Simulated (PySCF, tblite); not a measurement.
# C6H11FSSi: geometry, infrared bands and NMR shifts

Wanted: the infrared bands and NMR shifts of C6H11FSSi (`C=CC/C=C(/[SiH2]F)SC`), by calculation.

The runs use tblite 0.8.0 and PySCF 2.14.0, with density-fitted response routines of our own; the level of theory stands in each step. All values are computed, except where a source is named. Atoms count from 0, in the outputs and in this text.

### Step 1. The molecule as given

20 atoms, charge 0, multiplicity 1; geometry from: force field or distance geometry start.

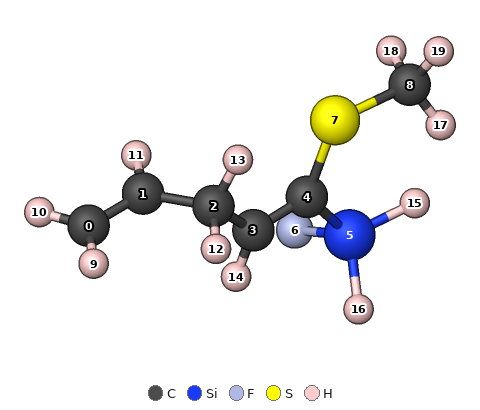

As it starts; carbon dark grey, silicon blue, fluorine light blue, sulfur yellow, hydrogen pink, atoms numbered; sticks join atoms by distance.

### Step 2. Optimising the geometry with GFN2-xTB

What the job is given:

```
{"job": {"kind": "relax", "xc": "GFN2-xTB", "basis": "xTB"}, "charge": 0, "multiplicity": 1}
C      3.840300     0.070300     0.628500
C      2.526800     0.340000     0.703100
C      1.641900     0.433300    -0.462300
C      0.570800    -0.592700    -0.326200
C     -0.719800    -0.288900    -0.246200
Si    -1.898800    -1.709600    -0.072200
F     -1.638500    -2.406000     1.451600
S     -1.242500     1.409700    -0.338200
C     -3.050200     1.571400    -0.231900
H      4.337100    -0.090700    -0.325600
H      4.381100     0.022600     1.563200
H      2.045200     0.491000     1.695100
H      2.179300     0.157800    -1.394800
H      1.190500     1.448500    -0.576800
H      0.887700    -1.627100    -0.260900
H     -3.271600    -1.297600    -0.278200
H     -1.518400    -2.761000    -1.049900
H     -3.547400     0.686400    -0.647200
H     -3.331100     1.631400     0.859200
H     -3.387600     2.522000    -0.693300
```

Started as:

```bash
> OMP_NUM_THREADS=1 python probes_run.py task.json out
```

This one command runs all jobs of the session in turn.

**Question.** This job is followed by: GFN2-xTB harmonic vibrations, gas phase; GIAO PBE0/pcSseg-1 NMR shielding, non-relativistic, gas phase. Predict these results of the whole session: strongest single infrared mode (GFN2-xTB); zero-point energy (GFN2-xTB); 13C shifts against TMS (PBE0/pcSseg-1); 1H shifts against TMS (PBE0/pcSseg-1, means over atoms taken as alike); 29Si shifts against TMS (PBE0/pcSseg-1); 19F shifts against CFCl3 (PBE0/pcSseg-1); 33S shifts against CS2 (PBE0/pcSseg-1).

**Answer**, as computed:

| quantity | value |
| --- | --- |
| strongest single infrared mode (GFN2-xTB) | 2303 cm⁻¹, 348 km/mol |
| zero-point energy (GFN2-xTB) | 93.2 kcal/mol |
| 13C shifts against TMS (PBE0/pcSseg-1) | 147.8, 144.9, 137.8, 123.1, 40.5, 18.0 ppm |
| 1H shifts against TMS (PBE0/pcSseg-1, means over atoms taken as alike) | 6.25, 5.95, 5.51, 5.47, 5.39, 3.26, 2.23 ppm |
| 29Si shifts against TMS (PBE0/pcSseg-1) | -12.1 ppm |
| 19F shifts against CFCl3 (PBE0/pcSseg-1) | -231.4 ppm |
| 33S shifts against CS2 (PBE0/pcSseg-1) | 13 ppm |

What this shows: Over 183 steps the energy fell by 0.584 eV; of the close pairs, Si5–F6 changed most, 1.695 to 1.609 Å. No mode is imaginary among the 54: a minimum at this level. The strongest single mode, at 2303 cm⁻¹, moves mainly H15. Unscaled tight-binding wavenumbers are off by several per cent, some by more. Its intensities can rank the bands wrongly. At PBE0/pcSseg-1: The widest tensor belongs to S7: span 393 ppm, with a paramagnetic part of -569 ppm.
